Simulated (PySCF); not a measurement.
**Two runs on C6H9NS**

System: C6H9NS.
Method of the first run: GIAO B3LYP/pcSseg-1 NMR shielding, non-relativistic, gas phase (PySCF 2.14.0).

The geometry comes from this level: PBE0-D3(BJ)/def2-SVP. Text and figures count atoms from 1; the logs count them from 0 in places.

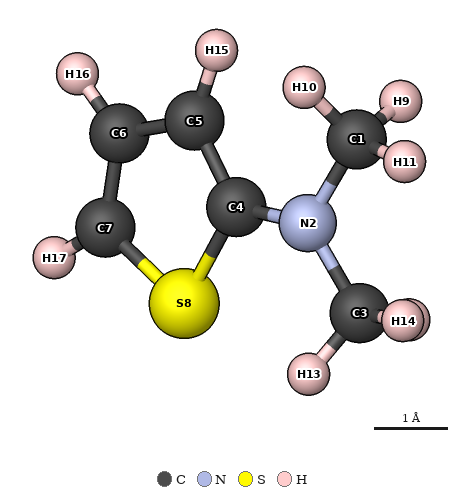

The input geometry (ball-and-stick view, seen at a tilt; atoms are numbered from 1 in the order of the input). Bond lengths as drawn: C–C 1.36 to 1.42 Å, C–H 1.09 to 1.11 Å, C–N 1.37 to 1.44 Å and C–S 1.73 to 1.74 Å.

## Input, the first run
```
{"job": {"kind": "nmr", "xc": "B3LYP", "basis": "pcSseg-1", "pop": false}, "charge": 0, "multiplicity": 1}
C     -1.533082    -1.369720     0.077695
N     -0.928859    -0.071058     0.201874
C     -1.654604     1.062301    -0.306210
C      0.444537    -0.022474     0.228364
C      1.344879    -1.064478     0.345266
C      2.694985    -0.613609     0.392987
C      2.822682     0.741580     0.293250
S      1.279255     1.506207     0.140159
H     -1.332217    -1.850191    -0.901563
H     -1.160519    -2.041446     0.866428
H     -2.620576    -1.277586     0.203871
H     -1.551857     1.195352    -1.402475
H     -1.304225     1.986232     0.181106
H     -2.721497     0.950252    -0.067220
H      1.053870    -2.112511     0.392972
H      3.549566    -1.285643     0.489148
H      3.727131     1.346706     0.288297
```

The first line tells a small driver script what to run in PySCF; the rest is the geometry in Å.

Hardware: 1 CPU thread, shared host.

## Output (the first run)
```
coarse grid: 14784 points
cycle   1  E = -686.8262446949  dE =  1.212e+00  |g| = 4.440e-01  |ddm| = 3.911e+00
cycle   2  E = -686.7671741320  dE =  5.907e-02  |g| = 6.431e-01  |ddm| = 1.099e+00
cycle   3  E = -686.8752013205  dE = -1.080e-01  |g| = 1.347e-01  |ddm| = 7.566e-01
cycle   4  E = -686.8798222324  dE = -4.621e-03  |g| = 4.244e-02  |ddm| = 1.925e-01
cycle   5  E = -686.8801821269  dE = -3.599e-04  |g| = 1.913e-02  |ddm| = 6.112e-02
cycle   6  E = -686.8802725096  dE = -9.038e-05  |g| = 5.577e-03  |ddm| = 2.631e-02
cycle   7  E = -686.8802792871  dE = -6.778e-06  |g| = 2.148e-03  |ddm| = 6.289e-03
final grid: 138336 points
cycle   8  E = -686.9418428129  dE = -3.376e-05  |g| = 7.241e-03  |ddm| = 3.225e-02
cycle   9  E = -686.9418294462  dE =  1.337e-05  |g| = 1.026e-02  |ddm| = 1.522e-02
cycle  10  E = -686.9418556437  dE = -2.620e-05  |g| = 1.473e-03  |ddm| = 9.418e-03
cycle  11  E = -686.9418561756  dE = -5.319e-07  |g| = 3.926e-04  |ddm| = 1.694e-03
cycle  12  E = -686.9418562148  dE = -3.915e-08  |g| = 1.521e-04  |ddm| = 6.133e-04
cycle  13  E = -686.9418562198  dE = -5.018e-09  |g| = 3.411e-05  |ddm| = 1.338e-04
cycle  14  E = -686.9418562200  dE = -1.978e-10  |g| = 1.783e-05  |ddm| = 5.744e-05
converged SCF energy = -686.9418562200

GIAO shielding tensors (ppm)
atom      isotropic    diamagn.    paramagn.     s11        s22        s33       span
  0 C      138.326     245.134    -106.808    113.828    122.486    178.665     64.837
  1 N      187.337     329.075    -141.738    127.019    183.417    251.575    124.556
  2 C      136.053     245.533    -109.480    107.250    123.272    177.638     70.389
  3 C       13.740     257.712    -243.972    -47.558      0.181     88.597    136.154
  4 C       76.119     252.690    -176.572     17.282     64.741    146.333    129.050
  5 C       47.066     252.168    -205.102    -38.869     38.585    141.481    180.350
  6 C       63.435     262.560    -199.126    -26.046     82.102    134.247    160.293
  7 S      296.544    1058.377    -761.832    172.620    332.382    384.631    212.011
  8 H       28.791      30.161      -1.370     25.652     25.694     35.027      9.374
  9 H       28.254      30.426      -2.172     23.796     26.550     34.415     10.619
 10 H       28.865      29.585      -0.720     24.064     27.563     34.969     10.905
 11 H       28.665      29.852      -1.187     25.375     25.705     34.916      9.541
 12 H       28.215      30.102      -1.887     22.834     28.152     33.658     10.824
 13 H       28.846      29.615      -0.769     24.117     27.365     35.055     10.938
 14 H       25.743      32.998      -7.255     21.546     26.068     29.615      8.069
 15 H       24.738      29.199      -4.461     21.846     24.746     27.622      5.776
 16 H       25.249      30.425      -5.175     22.011     25.376     28.362      6.351
```

The input of the second run differs as follows (lines with − go, lines with + come):
```diff
-"xc": "B3LYP"
+"xc": "PBE0"
-"pop": false
```

What does this change do to the results?

The total energies belong to different methods, so their difference says nothing on which is more stable or more accurate. The HOMO goes from −5.12 to −5.33 eV. The LUMO goes from 0.07 to 0.24 eV. The dipole moment goes from 1.99 to 2.02 D. Of all shieldings, the largest change is that of S8, by +25.3 ppm. The functional changes from B3LYP to PBE0. The number of SCF iterations is the same.

## Output (the second run)
```
coarse grid: 14784 points
cycle   1  E = -686.3437197998  dE =  1.279e+00  |g| = 3.926e-01  |ddm| = 3.909e+00
cycle   2  E = -686.3059275941  dE =  3.779e-02  |g| = 5.476e-01  |ddm| = 9.376e-01
cycle   3  E = -686.3830082421  dE = -7.708e-02  |g| = 1.104e-01  |ddm| = 6.317e-01
cycle   4  E = -686.3860582359  dE = -3.050e-03  |g| = 3.713e-02  |ddm| = 1.600e-01
cycle   5  E = -686.3863454933  dE = -2.873e-04  |g| = 1.516e-02  |ddm| = 5.177e-02
cycle   6  E = -686.3864047459  dE = -5.925e-05  |g| = 4.387e-03  |ddm| = 2.178e-02
cycle   7  E = -686.3864090839  dE = -4.338e-06  |g| = 1.535e-03  |ddm| = 4.838e-03
final grid: 138336 points
cycle   8  E = -686.4350280555  dE = -3.213e-05  |g| = 1.035e-02  |ddm| = 3.728e-02
cycle   9  E = -686.4350069677  dE =  2.109e-05  |g| = 1.364e-02  |ddm| = 2.362e-02
cycle  10  E = -686.4350551474  dE = -4.818e-05  |g| = 1.176e-03  |ddm| = 1.508e-02
cycle  11  E = -686.4350554954  dE = -3.480e-07  |g| = 3.408e-04  |ddm| = 1.591e-03
cycle  12  E = -686.4350555196  dE = -2.419e-08  |g| = 1.391e-04  |ddm| = 3.927e-04
cycle  13  E = -686.4350555243  dE = -4.685e-09  |g| = 3.847e-05  |ddm| = 1.646e-04
cycle  14  E = -686.4350555246  dE = -3.740e-10  |g| = 1.538e-05  |ddm| = 5.684e-05
converged SCF energy = -686.4350555246

GIAO shielding tensors (ppm)
atom      isotropic    diamagn.    paramagn.     s11        s22        s33       span
  0 C      144.083     246.019    -101.937    120.108    128.460    183.680     63.572
  1 N      194.411     329.478    -135.067    134.096    190.005    259.131    125.036
  2 C      141.688     246.419    -104.731    113.217    129.151    182.696     69.480
  3 C       21.048     257.577    -236.528    -39.611      8.575     94.182    133.793
  4 C       81.627     252.614    -170.987     24.214     69.316    151.350    127.136
  5 C       52.457     252.645    -200.188    -32.338     42.986    146.723    179.060
  6 C       69.633     263.227    -193.593    -18.765     87.628    140.037    158.802
  7 S      321.815    1057.764    -735.949    202.866    355.172    407.408    204.541
  8 H       28.691      29.965      -1.274     25.382     25.542     35.149      9.767
  9 H       28.149      30.253      -2.105     23.530     26.405     34.512     10.982
 10 H       28.744      29.560      -0.816     23.769     27.371     35.090     11.321
 11 H       28.561      29.662      -1.101     25.203     25.457     35.023      9.820
 12 H       28.109      29.892      -1.784     22.585     28.021     33.720     11.136
 13 H       28.724      29.596      -0.872     23.824     27.159     35.190     11.366
 14 H       25.539      32.570      -7.031     21.153     25.996     29.470      8.317
 15 H       24.507      29.105      -4.597     21.465     24.471     27.586      6.121
 16 H       25.024      30.460      -5.436     21.619     25.036     28.417      6.798
```

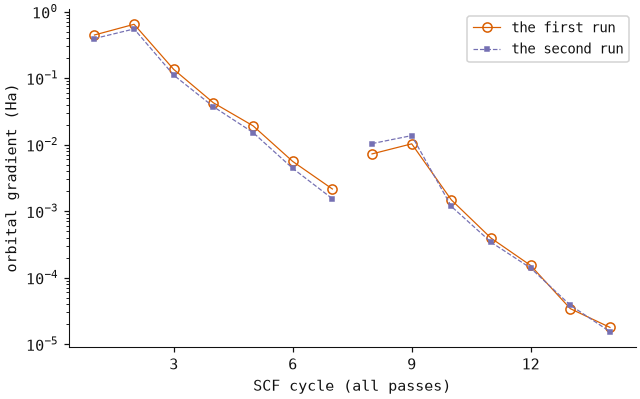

Convergence of the two runs: orbital gradient against the SCF cycle. A break in a curve parts two SCF passes (coarse and final grid). The first run takes 14 cycles in all, and the second run takes 14.

## The two runs side by side

| quantity | the first run | the second run |
| --- | --- | --- |
| outcome | converged | converged |
| total energy (hartree) | −686.941856 | −686.435056 |
| HOMO (eV) | −5.12 | −5.33 |
| LUMO (eV) | 0.07 | 0.24 |
| dipole moment (D) | 1.99 | 2.02 |
| shielding of C1 (ppm) | 138.3 | 144.1 |
| shielding of N2 (ppm) | 187.3 | 194.4 |
| shielding of C3 (ppm) | 136.1 | 141.7 |
| shielding of C4 (ppm) | 13.7 | 21.0 |
| shielding of C5 (ppm) | 76.1 | 81.6 |
| shielding of C7 (ppm) | 63.4 | 69.6 |
| shielding of S8 (ppm) | 296.5 | 321.8 |
| SCF iterations | 14 | 14 |
| basis functions | 188 | 188 |
| wall time (shared host) | 26 s | 28 s |
